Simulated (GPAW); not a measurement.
# PbO (P4/nmm): G0W0 with GPAW, start to end, part 2 of 2

Wanted: ground state, empty states, screening and self-energy for PbO (P4/nmm).

GPAW 26.7.0; PBE and many-body steps on it, plane waves. Known limits of the many-body steps: not at the basis limit; no spin-orbit coupling; coarse k mesh.

So far. Step 3 (Bands along the symmetry lines): The gap is 1.096 eV, −0.002 eV from the run before at this level. Step 4 (Empty states on the mesh, 4×4×4 mesh, 262 bands): On this mesh the gap is 1.098 eV.

The database entry behind the starting cell differs from later determinations by our own check (c about 1 % long), so it need not match the best structure at ambient conditions.

### Step 5. Screening and self-energy, 4×4×4 mesh, 252 bands, screening to 125 eV

G0W0 replaces the xc potential by the self-energy, built once from these orbitals. Only a window of levels is corrected, while the sums run over the empty bands that the input names.

This step: G0W0 on PBE, plane waves, PAW.

run.py

```python
import json
import numpy as np
from gpaw.mpi import world
from gpaw.response.g0w0 import G0W0

gw = G0W0('full.gpw',
    filename='gw',
    kpts=[0, 15],
    bands=(18, 22),
    ecut=125,
    nbands=252,
    integrate_gamma='WS',
    ppa=True)
gw.calculate()
res = {mode: {k: v for k, v in r.items() if k != 'sigma_eskwn'}
       for mode, r in gw.all_results.items()}

if world.rank == 0:
    with open('result.json', 'w') as f:
        json.dump(res, f, default=lambda x: x.tolist())
```

Command:

```
> mpirun -n 8 gpaw python run.py
```

Numbers of over 12 decimals in the logs are rounded to 6 here.

What it wrote:

```text
Using integrator: PointIntegrator
FrequencyGridDescriptor(from 0.000+0.000j to 0.000+27.211j eV, 2 points)
Nonperiodic BCs:  [False False False]
Using integrator: PointIntegrator
FrequencyGridDescriptor(from 0.000+0.000j to 0.000+27.211j eV, 2 points)
Nonperiodic BCs:  [False False False]
  ___  _ _ _
 |   || | | |
 | | || | | |
 |__ ||_____|
 |___|

BZ k-points: Symmetries present (total): 8

  [... matrices ...]
64 k-points: 4 x 4 x 4 Monkhorst-Pack grid + [1/8,1/8,1/8]
18 k-points in the irreducible part of the Brillouin zone
       k-points in crystal coordinates                weights
   0:     0.00000000    0.00000000    0.00000000          1/64
   1:     0.00000000    0.00000000    0.25000000          2/64
   2:     0.00000000    0.00000000    0.50000000          1/64
   3:     0.25000000    0.00000000    0.00000000          4/64
   4:     0.25000000    0.00000000    0.25000000          8/64
   5:     0.25000000    0.00000000    0.50000000          4/64
   6:     0.25000000    0.25000000    0.00000000          4/64
   7:     0.25000000    0.25000000    0.25000000          8/64
   8:     0.25000000    0.25000000    0.50000000          4/64
   9:     0.50000000    0.00000000    0.00000000          2/64
          ...
  17:     0.50000000    0.50000000    0.50000000          1/64

Distributing spins, k-points and bands (1 x 2 x 4) over 8 processes
Number of blocks: 1

Quasi particle states:
k-points (IBZ indices): [0, 15]
Band range: (18, 22)
  [... matrices ...]
Computational parameters:
Plane wave cut-off: 125 eV
Number of bands: 252
Coulomb cutoff: None
Broadening: 0.1 eV

fxc modes: GW
Kernel: RPA
Using Godby-Needs plasmon-pole approximation:
  Fitting energy: i*E0, E0 = 1.000 Hartree
Summing all q:

Calculating screened Coulomb potential
No Coulomb truncation
FrequencyGridDescriptor(from 0.000+0.000j to 0.000+27.211j eV, 2 points)
Removing empty qpoint cache files...

Calculating chi0 body with:
    Ground state adapter containing:
    Number of spins: 1
    Number of kpoints: 64
    Number of irreducible kpoints: 18
    Number of completely occupied states: 20
    Number of partially occupied states: 20
    Occupied states memory: 5.2734375 M / cpu

    Linear response parametrization:
    q_c: [0.0, 0.0, 0.0]
    Number of frequency points: 2
    Planewave cutoff: 125.0
    Number of bands: 252
    Number of planewaves: 253
    Broadening (eta): 1e-06
    comm.size: 8
    kncomm.size: 8
    blockcomm.size: 1

    Memory estimate of potentially large arrays:
        chi0_wGG: 1.953400 M / cpu
Integrating chi0 body.

Symmetries of q_c:
    Direct symmetries (Uq -> q): 8
    Indirect symmetries (TUq -> q): 8
In total 16 allowed symmetries.

  [... matrices ...]
18 groups of equivalent kpoints. 71.875% reduction.

Integral kind: response function
Integrating chi0 head and wings.

Symmetries of q_c:
    Direct symmetries (Uq -> q): 8
    Indirect symmetries (TUq -> q): 8
In total 16 allowed symmetries.

  [... matrices ...]
18 groups of equivalent kpoints. 71.875% reduction.

Integral kind: response function wings

Calculating chi0 body with:
    Ground state adapter containing:
    Number of spins: 1
    Number of kpoints: 64
    Number of irreducible kpoints: 18
    Number of completely occupied states: 20
    Number of partially occupied states: 20
    Occupied states memory: 5.2734375 M / cpu

    Linear response parametrization:
[... the further q-points ...]

Results:
f:      Occupation numbers
eps:     KS-eigenvalues [eV]
vxc:     KS vxc [eV]
exx:     Exact exchange [eV]
sigma:   Self-energies [eV]
dsigma:  Self-energy derivatives
Z:       Renormalization factors
qp:      QP-energies [eV]

k-point 0 (0): (0.000, 0.000, 0.000)                GW
band       f     eps     vxc     exx   sigma  dsigma       Z      qp
                                                                   GW
  18   1.000   4.064 -20.616 -25.576   4.657  -0.354   0.739   3.840
  19   1.000   5.735 -19.588 -21.991   2.174  -0.284   0.779   5.557
  20   0.000   8.091 -14.027 -10.056  -3.485  -0.212   0.825   8.493
  21   0.000  11.168 -12.719  -8.162  -4.149  -0.212   0.825  11.504

k-point 1 (15): (0.500, 0.500, 0.000)                GW
band       f     eps     vxc     exx   sigma  dsigma       Z      qp
                                                                   GW
  18   1.000   4.672 -21.414 -26.211   4.629  -0.349   0.741   4.548
  19   1.000   4.672 -21.414 -26.211   4.629  -0.349   0.741   4.548
  20   0.000   6.833 -11.127  -7.864  -3.177  -0.206   0.829   6.904
  21   0.000   6.833 -11.127  -7.864  -3.177  -0.206   0.829   6.904
```

Run time: 3.1 min. Hardware: 8 MPI ranks of Arm Neoverse V1, shared host; peak memory 3.1 GiB; 25 min of CPU time.

Numbers from this step:

| Property | Result |
| --- | --- |
| G0W0 gap on the points computed | 1.348 eV |
| least direct G0W0 gap on the computed points | 2.356 eV |
| Z at the valence top | 0.7787 |
| Z at the conduction bottom | 0.8289 |
| starting gap on the mesh | 1.098 eV |
| k of the valence top | 0, 0, 0 |
| k of the conduction bottom | 0.5, 0.5, 0 |

The gap on the mesh goes from 1.10 eV to 1.35 eV, a correction of +0.25 eV.

Limits: finite bands, cutoff and mesh; no spin-orbit coupling; coarse k mesh. v1 is the top filled band, c1 the lowest empty one. Levels before and after the correction, in eV, zero at the valence-band top of each column:

|  | conduction bottom | valence top |
| --- | --- | --- |
| Kohn-Sham | 1.10 | 0.00 |
| G0W0 | 1.35 | 0.00 |

|  | level | energy (eV) |
| --- | --- | --- |
| Kohn-Sham | Γ v2 | -1.671 |
| Kohn-Sham | Γ v1 | 0.000 |
| Kohn-Sham | Γ c1 | 2.356 |
| Kohn-Sham | Γ c2 | 5.433 |
| Kohn-Sham | (0.5 0.5 0) v2-v1 | -1.063 |
| Kohn-Sham | (0.5 0.5 0) c1-c2 | 1.098 |
| G0W0 | Γ v2 | -1.717 |
| G0W0 | Γ v1 | 0.000 |
| G0W0 | Γ c1 | 2.936 |
| G0W0 | Γ c2 | 5.947 |
| G0W0 | (0.5 0.5 0) v2-v1 | -1.009 |
| G0W0 | (0.5 0.5 0) c1-c2 | 1.348 |

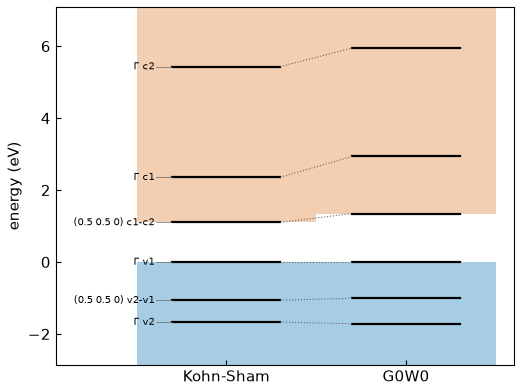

Levels before and after the correction. Shaded: valence and conduction bands.

### Step 6. Where the time went

Times are wall times on 8 MPI ranks of Arm Neoverse V1, shared host, good to a factor of about two.

| step | time | share | memory (GiB) |
| --- | --- | --- | --- |
| ground state | 12 s | 4 % | 1.5 |
| bands along the symmetry lines | 14 s | 5 % | 1.6 |
| empty states on the mesh | 66 s | 24 % | 5.8 |
| screening and self-energy | 3.1 min | 67 % | 3.1 |

### Step 7. Outcome

* PBE gap: 1.10 eV, indirect
* G0W0 gap on the mesh: 1.35 eV
* GW settings: 4×4×4 mesh, 252 bands, screening to 125 eV, Godby-Needs plasmon pole
* known limits: not at the basis limit; no spin-orbit coupling; coarse k mesh

**Reading.** G0W0 moves the gap on the mesh from 1.10 eV to 1.35 eV (+0.25 eV), with Z of 0.78 and 0.83 at the edges. Only 2 of the mesh's irreducible points were corrected, so a valley elsewhere could overtake. The dearest step here is «screening and self-energy». Bands and cutoff are finite, so the gap is not at the basis limit. The miss can reach some tenths of an eV and take either sign; the mesh is an error of its own. These stock PAW sets were not made for GW. In the G0W0 run levels were corrected at 2 k points alone, so a gap called «on the mesh» is the least over those, and an edge elsewhere would be missed. The 4×4×4 mesh is coarse for this cell, which bears on the long-range parts of exchange and screening. Where an edge is built on 6p states of lead, bismuth or thallium, scalar-relativistic gaps usually stand too wide, by a few tenths to over one eV. The many-body steps are scalar-relativistic: spin-orbit coupling is not in them.

[Paths, hosts, dates, memory and timing lines, banners, echoed tables and standing remarks are left out of the program output.]

[Logs are printed without paths, hosts, clocks, repeated set-up lines and the standing remarks that a program may print on its own settings, such as how far it seeks lower states.]

[Runs of the session that timed out or met a known fault of the program may be left out.]

[Hosts, paths, dates, database ids (printed as entryN), source tags and the programs' standing remarks are cut or masked in the printed files.]
